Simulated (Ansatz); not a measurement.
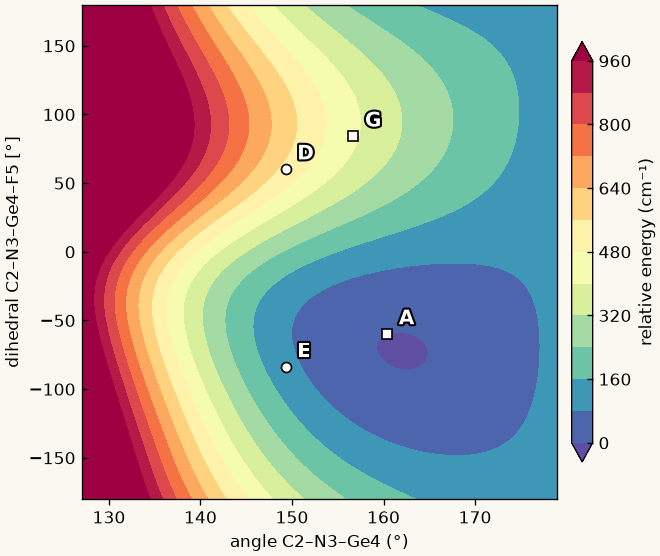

CHFGeNO, SMILES O=C=[N][GeH][F], spin multiplicity 2. Coordinates scanned: (1) angle C2–N3–Ge4; (2) dihedral C2–N3–Ge4–F5. Nothing is relaxed (all other coordinates rigid). The scan uses a 15 × 15 grid. All energies are given in cm⁻¹ relative to the lowest grid point. The calculation used UHF/def2-SVP in Ansatz.

In the figure: filled contours, one colour for all values above the top of the scale, lettered points. Between grid points the surface is interpolated.

Q: Is G the lowest point of the computed grid?

A: No. G lies 412 cm⁻¹ above the lowest grid point, which is at angle C2–N3–Ge4 = 160.4°, dihedral C2–N3–Ge4–F5 = −60°.

Q: Rank the lettered points by energy, lowest first.

A: A (0 cm⁻¹), E (109 cm⁻¹), G (412 cm⁻¹), D (536 cm⁻¹).

Q: What kind of point is each of A, D, E, G: minimum, saddle, maximum or slope?

A: A: minimum; D: on a slope; E: on a slope; G: on a slope. (In these two coordinates alone; a stationary point may lie a little off the grid point.)
